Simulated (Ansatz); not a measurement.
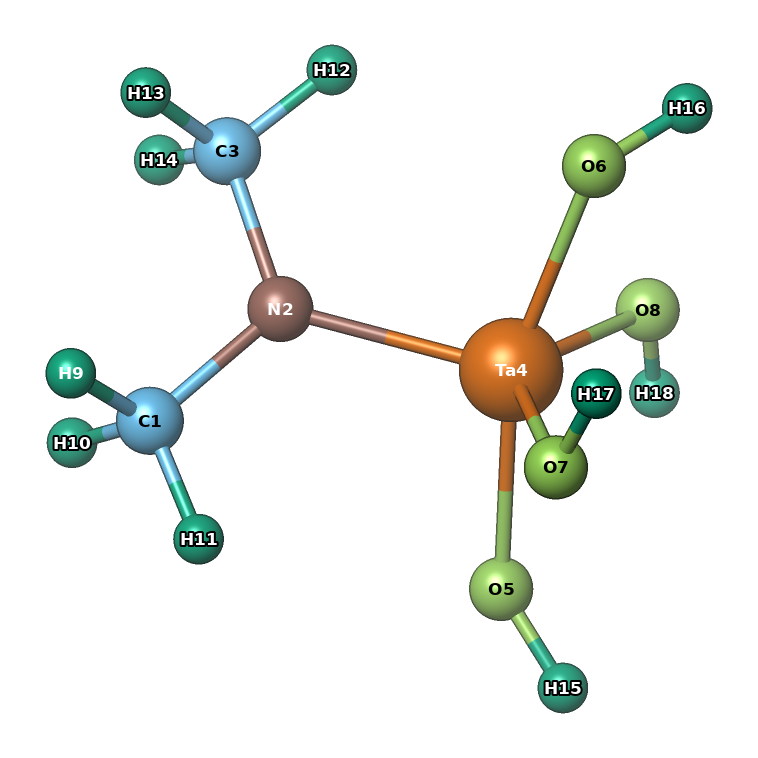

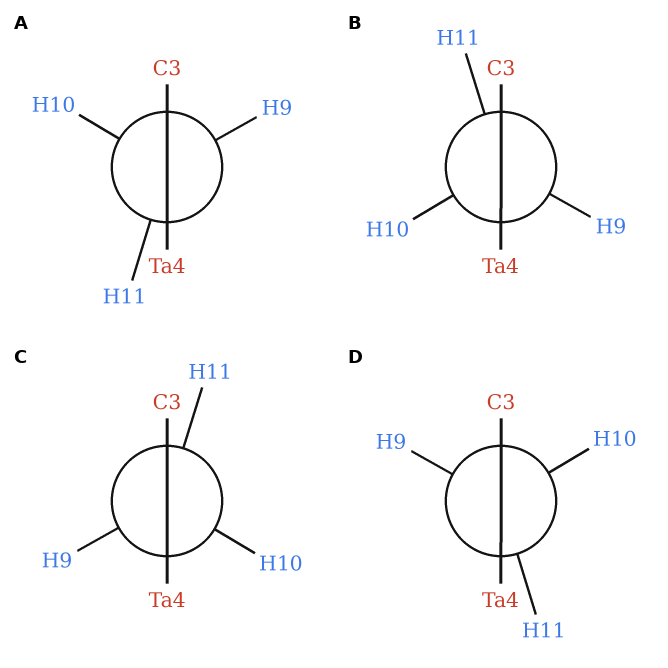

Distant atoms are faded towards the background colour. Bonds that would overlap in a projection are set slightly apart. The species is neutral and a spin singlet. The geometry was computed by an optimisation with PBE-D4/def2-SVP. No frequency run is at hand to confirm it as a minimum.

Which Newman projection shows the view along N2–C1, with N2 in front?

D. The torsion angle Ta4–N2–C1–H9 is 119°, anticlinal.
